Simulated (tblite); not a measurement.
# Geometry relaxation of C$_{5}$H$_{3}$FO$_{2}$ (part 1 of 2)

The run: geometry relaxation of C$_{5}$H$_{3}$FO$_{2}$, SMILES C=C(F)C#CC(=O)O. Method and program: GFN2-xTB geometry optimisation, gas phase (tblite 0.8.0).

It belongs to a series of runs on one base structure; here: constitutional isomer.

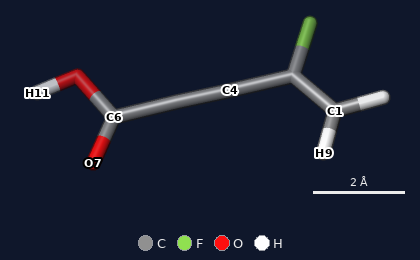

**Figure 1.** The structure as given in the input (stick view, seen at a tilt; atoms are numbered from 1 in the order of the input). Bond lengths as drawn: C–C 1.20 to 1.43 Å, C–F 1.36 Å, C–H 1.08 to 1.09 Å, C–O 1.22 to 1.35 Å and H–O 0.97 Å.

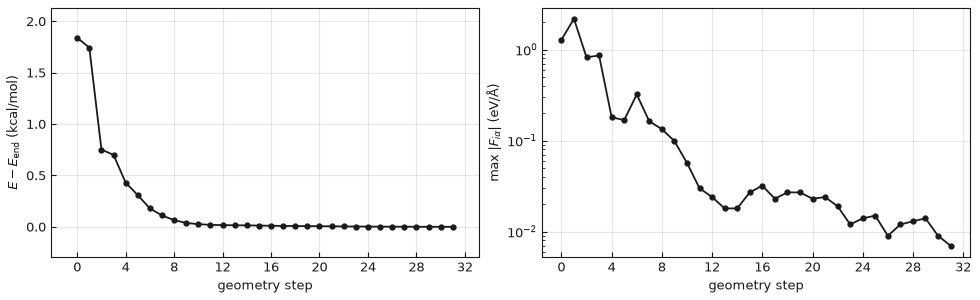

**Figure 2.** Progress of the relaxation, step by step (steps are counted from 0).

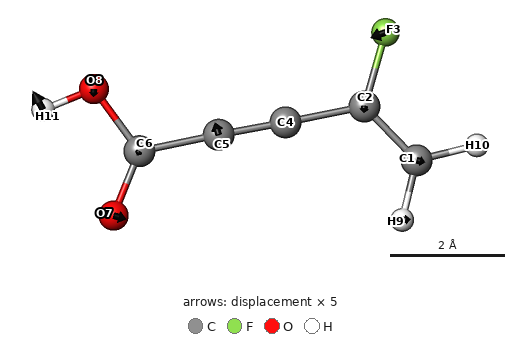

**Figure 3.** The starting structure with the displacements as black arrows, magnified 5 times (ball-and-stick view, seen on its broad side). The two geometries are laid on each other by the best rigid fit. The atom that moves furthest after the best rigid fit is H11 (0.077 Å). Largest moves by element: H 0.077 Å, F 0.058 Å, O 0.048 Å, C 0.047 Å. Among the contacts that change: C6–O7 1.224 → 1.203 Å, C1–H10 1.095 → 1.075 Å, C6–O8 1.352 → 1.336 Å, C1–C2 1.317 → 1.328 Å. Among the angles that change: C6–O8–H11 104.0° → 110.2°, C4–C5–C6 178.6° → 173.9°, F3–C2–C4 117.6° → 114.7°. The energy falls by 1.84 kcal/mol in 31 geometry steps. Largest force component: 1.3 eV/Å at the start, 0.007 eV/Å at the end. (Atoms are counted from 1 in the order of the input.)

The input that produced these results follows, with the program's output.

**The input**
```
{"job": {"kind": "relax", "xc": "GFN2-xTB", "basis": "xTB"}, "charge": 0, "multiplicity": 1}
C     -2.581100    -0.064100    -0.669400
C     -1.621400    -0.751400    -0.086200
F     -1.887500    -1.979100     0.431900
C     -0.293900    -0.259000     0.037800
C      0.828800     0.144800     0.159000
C      2.163300     0.643300     0.272000
O      2.522600     1.734400    -0.151300
O      3.017800    -0.191100     0.904900
H     -2.410900     0.919300    -1.088800
H     -3.591900    -0.479700    -0.733700
H      3.859600     0.285400     0.897800
```

The first line tells a small driver script what to run in tblite; the rest is the geometry in Å.

Launch command:
```bash
OMP_NUM_THREADS=1 python <driver script> task.json out
```

**The program's output**
```
step      E/eV     max force
  0    -680.33810    1.449
  1    -680.34229    2.281
  2    -680.38529    0.866
  3    -680.38754    0.963
  4    -680.39925    0.264
  5    -680.40453    0.232
  6    -680.41014    0.374
  7    -680.41309    0.206
  8    -680.41508    0.145
  9    -680.41626    0.107
 10    -680.41677    0.064
 11    -680.41707    0.039
 12    -680.41719    0.029
 13    -680.41724    0.022
 14    -680.41729    0.024
 15    -680.41736    0.028
 16    -680.41744    0.034
 17    -680.41751    0.024
 18    -680.41755    0.029
 19    -680.41759    0.029
 20    -680.41764    0.024
 21    -680.41769    0.027
 22    -680.41773    0.021
 23    -680.41777    0.015
 24    -680.41779    0.020
 25    -680.41782    0.019
 26    -680.41784    0.012
 27    -680.41785    0.014
 28    -680.41787    0.015
 29    -680.41789    0.018
 30    -680.41790    0.012
 31    -680.41790    0.008
```

**Trajectory as extended XYZ (Å, eV, eV/Å), 32 frames, from step=0 to step=31**
```
11
Properties=species:S:1:pos:R:3:forces:R:3 step=0 energy=-680.33810
C    -2.5811   -0.0641   -0.6694   -1.1680   0.3240  -0.4340
C    -1.6214   -0.7514   -0.0862    0.5520  -0.2470   0.2940
F    -1.8875   -1.9791    0.4319    0.3370   0.4030  -0.1140
C    -0.2939   -0.2590    0.0378   -1.0250  -0.6530   0.0270
C     0.8288    0.1448    0.1590    0.7800   0.0350   0.1580
C     2.1633    0.6433    0.2720    0.7440   1.1170  -0.2520
O     2.5226    1.7344   -0.1513   -0.4890  -1.2860   0.4540
O     3.0178   -0.1911    0.9049   -0.5700   0.5640  -0.4520
H    -2.4109    0.9193   -1.0888    0.0070  -0.3000   0.1310
H    -3.5919   -0.4797   -0.7337    0.5150   0.2450   0.0000
H     3.8596    0.2854    0.8978    0.3190  -0.2010   0.1870
11
Properties=species:S:1:pos:R:3:forces:R:3 step=1 energy=-680.34229
C    -2.5977   -0.0595   -0.6756    0.4850  -0.3550   0.3200
C    -1.6136   -0.7549   -0.0820   -0.9900   0.4260  -0.4450
F    -1.8827   -1.9734    0.4303    0.2280   0.0900   0.0080
C    -0.3086   -0.2683    0.0382    2.1820   0.5760   0.3310
C     0.8399    0.1453    0.1613   -1.8790  -0.9140  -0.1180
C     2.1740    0.6593    0.2684   -0.4890  -1.2670   0.5270
O     2.5156    1.7160   -0.1448    0.4310   1.4700  -0.6060
O     3.0097   -0.1831    0.8984    0.0210   0.3390  -0.1770
H    -2.4108    0.9150   -1.0869   -0.0070  -0.0550   0.0140
H    -3.5845   -0.4762   -0.7337   -0.1010   0.0150  -0.0480
H     3.8641    0.2825    0.9005    0.1210  -0.3260   0.1940
11
Properties=species:S:1:pos:R:3:forces:R:3 step=2 energy=-680.38529
C    -2.5975   -0.0612   -0.6745    0.3270  -0.1440   0.1760
C    -1.6192   -0.7525   -0.0844   -0.2700   0.3880  -0.2370
F    -1.8801   -1.9716    0.4300    0.2240   0.1020   0.0030
C    -0.2955   -0.2660    0.0407   -0.7420  -0.4460   0.0100
C     0.8284    0.1387    0.1609    0.8230   0.0970   0.1530
C     2.1725    0.6532    0.2715   -0.3840  -0.1520   0.0090
O     2.5174    1.7231   -0.1480    0.0030   0.3450  -0.1770
O     3.0082   -0.1790    0.8959    0.0590   0.1540  -0.0720
H    -2.4108    0.9138   -1.0864   -0.0110  -0.0640   0.0180
H    -3.5838   -0.4754   -0.7341   -0.1460  -0.0060  -0.0490
H     3.8659    0.2796    0.9024    0.1160  -0.2720   0.1660
11
Properties=species:S:1:pos:R:3:forces:R:3 step=3 energy=-680.38754
C    -2.5922   -0.0638   -0.6715   -0.5150   0.2950  -0.2590
C    -1.6249   -0.7465   -0.0885    0.3630  -0.2030   0.2110
F    -1.8767   -1.9700    0.4301    0.1800   0.1480  -0.0300
C    -0.3002   -0.2705    0.0415    0.4830   0.0570   0.1110
C     0.8348    0.1379    0.1626   -0.6120  -0.3880  -0.0050
C     2.1664    0.6484    0.2728    0.2850   0.8640  -0.3150
O     2.5184    1.7308   -0.1516   -0.3440  -0.5750   0.1760
O     3.0090   -0.1762    0.8945   -0.0220   0.0250  -0.0260
H    -2.4110    0.9128   -1.0862   -0.0080  -0.0970   0.0350
H    -3.5859   -0.4755   -0.7348    0.0270   0.0510  -0.0300
H     3.8677    0.2753    0.9050    0.1620  -0.1780   0.1320
11
Properties=species:S:1:pos:R:3:forces:R:3 step=4 energy=-680.39925
C    -2.5956   -0.0620   -0.6730   -0.1770   0.0750  -0.0670
C    -1.6233   -0.7466   -0.0878    0.1190  -0.0140   0.0530
F    -1.8740   -1.9681    0.4298    0.1540   0.0840  -0.0060
C    -0.2985   -0.2718    0.0427    0.0510  -0.0710   0.0530
C     0.8324    0.1347    0.1632   -0.0450  -0.1590   0.0450
C     2.1675    0.6546    0.2705   -0.0040   0.1420  -0.0560
O     2.5156    1.7276   -0.1509   -0.1480   0.0610  -0.0720
O     3.0086   -0.1748    0.8936   -0.0370   0.0490  -0.0380
H    -2.4111    0.9115   -1.0857   -0.0060  -0.0090  -0.0040
H    -3.5859   -0.4749   -0.7352   -0.0490   0.0230  -0.0350
H     3.8697    0.2725    0.9069    0.1430  -0.1810   0.1280
11
Properties=species:S:1:pos:R:3:forces:R:3 step=5 energy=-680.40453
C    -2.5994   -0.0607   -0.6741    0.0940  -0.0700   0.0700
C    -1.6222   -0.7453   -0.0876   -0.0870   0.0990  -0.0600
F    -1.8689   -1.9651    0.4295    0.1030  -0.0020   0.0240
C    -0.2979   -0.2750    0.0445   -0.0390  -0.0480   0.0180
C     0.8321    0.1299    0.1647    0.1340  -0.0480   0.0480
C     2.1665    0.6581    0.2692   -0.0400  -0.0040  -0.0130
O     2.5120    1.7296   -0.1531   -0.1340   0.1560  -0.1080
O     3.0075   -0.1720    0.8917    0.0090   0.0290  -0.0110
H    -2.4113    0.9104   -1.0855   -0.0090   0.0590  -0.0350
H    -3.5870   -0.4740   -0.7363   -0.1100  -0.0050  -0.0360
H     3.8739    0.2667    0.9109    0.0810  -0.1680   0.1040
11
Properties=species:S:1:pos:R:3:forces:R:3 step=6 energy=-680.41014
C    -2.6024   -0.0604   -0.6740    0.0610  -0.0270   0.0330
C    -1.6233   -0.7406   -0.0892   -0.0080  -0.0010   0.0010
F    -1.8589   -1.9606    0.4296    0.0120  -0.0840   0.0420
C    -0.2965   -0.2805    0.0478   -0.1400   0.0250  -0.0420
C     0.8333    0.1211    0.1680    0.2810   0.0880   0.0350
C     2.1647    0.6652    0.2663   -0.0550  -0.2890   0.0940
O     2.5032    1.7343   -0.1579   -0.0910   0.3220  -0.1670
O     3.0063   -0.1668    0.8885    0.0290   0.0100   0.0120
H    -2.4118    0.9098   -1.0857   -0.0220   0.0780  -0.0430
H    -3.5910   -0.4729   -0.7386   -0.0730  -0.0030  -0.0230
H     3.8817    0.2541    0.9193    0.0060  -0.1180   0.0600
11
Properties=species:S:1:pos:R:3:forces:R:3 step=7 energy=-680.41309
C    -2.6050   -0.0594   -0.6745    0.1630  -0.0930   0.0860
C    -1.6227   -0.7391   -0.0891   -0.1080   0.0380  -0.0480
F    -1.8529   -1.9592    0.4303   -0.0320  -0.1140   0.0470
C    -0.2959   -0.2825    0.0493   -0.0090   0.1180  -0.0500
C     0.8360    0.1165    0.1703    0.1330   0.0700   0.0060
C     2.1639    0.6668    0.2653    0.0490  -0.0560   0.0040
O     2.4960    1.7402   -0.1627   -0.1480   0.0470  -0.0480
O     3.0061   -0.1638    0.8869    0.0350  -0.0210   0.0290
H    -2.4125    0.9104   -1.0865   -0.0300   0.0750  -0.0410
H    -3.5941   -0.4721   -0.7403   -0.0440   0.0010  -0.0150
H     3.8865    0.2449    0.9251   -0.0080  -0.0650   0.0310
11
Properties=species:S:1:pos:R:3:forces:R:3 step=8 energy=-680.41508
C    -2.6048   -0.0599   -0.6738    0.0410  -0.0120   0.0120
C    -1.6232   -0.7382   -0.0894    0.0070  -0.0340   0.0160
F    -1.8499   -1.9601    0.4314   -0.0370  -0.0650   0.0230
C    -0.2950   -0.2813    0.0493    0.0230   0.1340  -0.0490
C     0.8388    0.1146    0.1716    0.0080   0.0300  -0.0110
C     2.1647    0.6679    0.2644    0.0550  -0.0040  -0.0100
O     2.4888    1.7436   -0.1660   -0.1160  -0.0310  -0.0060
O     3.0065   -0.1626    0.8866    0.0200  -0.0180   0.0200
H    -2.4134    0.9118   -1.0875   -0.0350   0.0090  -0.0090
H    -3.5965   -0.4715   -0.7416    0.0270   0.0200  -0.0040
H     3.8893    0.2384    0.9290    0.0070  -0.0290   0.0180
11
Properties=species:S:1:pos:R:3:forces:R:3 step=9 energy=-680.41626
C    -2.6039   -0.0603   -0.6734   -0.0120   0.0110  -0.0140
C    -1.6229   -0.7387   -0.0889    0.0450  -0.0360   0.0290
F    -1.8492   -1.9622    0.4326   -0.0160  -0.0010  -0.0020
C    -0.2944   -0.2778    0.0482    0.0200   0.0990  -0.0350
C     0.8409    0.1144    0.1720   -0.0690  -0.0160  -0.0150
C     2.1662    0.6677    0.2639    0.0250   0.0390  -0.0210
O     2.4825    1.7455   -0.1682   -0.0610  -0.0740   0.0220
O     3.0073   -0.1625    0.8870    0.0060  -0.0050   0.0040
H    -2.4147    0.9129   -1.0883   -0.0290  -0.0370   0.0150
H    -3.5973   -0.4708   -0.7423    0.0630   0.0260   0.0030
H     3.8910    0.2343    0.9315    0.0290  -0.0060   0.0140
11
Properties=species:S:1:pos:R:3:forces:R:3 step=10 energy=-680.41677
C    -2.6032   -0.0606   -0.6731   -0.0140   0.0100  -0.0130
C    -1.6223   -0.7394   -0.0884    0.0360  -0.0160   0.0190
F    -1.8492   -1.9632    0.4331    0.0030   0.0280  -0.0100
C    -0.2945   -0.2746    0.0469   -0.0110   0.0550  -0.0240
C     0.8415    0.1145    0.1721   -0.0570  -0.0280  -0.0090
C     2.1669    0.6675    0.2636   -0.0110   0.0180  -0.0090
O     2.4788    1.7458   -0.1691   -0.0160  -0.0470   0.0170
O     3.0077   -0.1626    0.8872    0.0070   0.0060  -0.0050
H    -2.4158    0.9130   -1.0885   -0.0190  -0.0420   0.0200
H    -3.5967   -0.4701   -0.7426    0.0540   0.0160   0.0050
H     3.8922    0.2324    0.9329    0.0270   0.0000   0.0110
11
Properties=species:S:1:pos:R:3:forces:R:3 step=11 energy=-680.41707
C    -2.6026   -0.0608   -0.6730   -0.0020  -0.0010  -0.0030
C    -1.6216   -0.7397   -0.0880    0.0090   0.0080   0.0010
F    -1.8491   -1.9634    0.4333    0.0160   0.0300  -0.0080
C    -0.2952   -0.2717    0.0456   -0.0300   0.0200  -0.0140
C     0.8414    0.1141    0.1720   -0.0180  -0.0250   0.0000
C     2.1669    0.6672    0.2635   -0.0280  -0.0110   0.0050
O     2.4763    1.7455   -0.1695    0.0110  -0.0100   0.0050
O     3.0082   -0.1624    0.8873    0.0050   0.0080  -0.0080
H    -2.4168    0.9123   -1.0883   -0.0060  -0.0220   0.0130
H    -3.5954   -0.4694   -0.7427    0.0250  -0.0020   0.0050
H     3.8934    0.2311    0.9340    0.0160   0.0040   0.0060
11
Properties=species:S:1:pos:R:3:forces:R:3 step=12 energy=-680.41719
C    -2.6023   -0.0610   -0.6729    0.0020  -0.0040   0.0010
C    -1.6213   -0.7397   -0.0878   -0.0070   0.0160  -0.0080
F    -1.8488   -1.9629    0.4332    0.0180   0.0170  -0.0020
C    -0.2960   -0.2701    0.0448   -0.0240   0.0090  -0.0080
C     0.8411    0.1135    0.1720    0.0080  -0.0160   0.0040
C     2.1664    0.6669    0.2635   -0.0200  -0.0190   0.0090
O     2.4754    1.7452   -0.1696    0.0130   0.0050  -0.0010
O     3.0085   -0.1622    0.8871    0.0060   0.0020  -0.0040
H    -2.4174    0.9116   -1.0880    0.0020   0.0000   0.0040
H    -3.5944   -0.4692   -0.7427    0.0000  -0.0140   0.0040
H     3.8942    0.2306    0.9346    0.0030   0.0060   0.0010
11
Properties=species:S:1:pos:R:3:forces:R:3 step=13 energy=-680.41724
C    -2.6022   -0.0611   -0.6729   -0.0030  -0.0020  -0.0010
C    -1.6213   -0.7394   -0.0879   -0.0100   0.0140  -0.0080
F    -1.8482   -1.9624    0.4331    0.0160   0.0060   0.0030
C    -0.2966   -0.2693    0.0444   -0.0090   0.0100  -0.0050
C     0.8409    0.1128    0.1720    0.0130  -0.0110   0.0050
C     2.1660    0.6667    0.2636   -0.0040  -0.0140   0.0070
O     2.4752    1.7449   -0.1696    0.0050   0.0020   0.0000
O     3.0087   -0.1620    0.8870    0.0040  -0.0040   0.0000
H    -2.4175    0.9113   -1.0878    0.0030   0.0110  -0.0010
H    -3.5940   -0.4694   -0.7426   -0.0120  -0.0180   0.0020
H     3.8946    0.2305    0.9348   -0.0040   0.0080  -0.0020
11
Properties=species:S:1:pos:R:3:forces:R:3 step=14 energy=-680.41729
C    -2.6024   -0.0612   -0.6730   -0.0110   0.0020  -0.0040
C    -1.6214   -0.7389   -0.0881   -0.0080   0.0090  -0.0050
F    -1.8475   -1.9618    0.4331    0.0130  -0.0020   0.0060
C    -0.2972   -0.2685    0.0440    0.0060   0.0120  -0.0030
C     0.8408    0.1121    0.1721    0.0110  -0.0070   0.0040
C     2.1656    0.6664    0.2637    0.0110  -0.0060   0.0030
O     2.4752    1.7446   -0.1695   -0.0040  -0.0050   0.0020
O     3.0089   -0.1620    0.8868    0.0030  -0.0090   0.0030
H    -2.4176    0.9113   -1.0876    0.0010   0.0140  -0.0040
H    -3.5939   -0.4698   -0.7425   -0.0160  -0.0180   0.0010
H     3.8948    0.2306    0.9350   -0.0080   0.0080  -0.0040
```
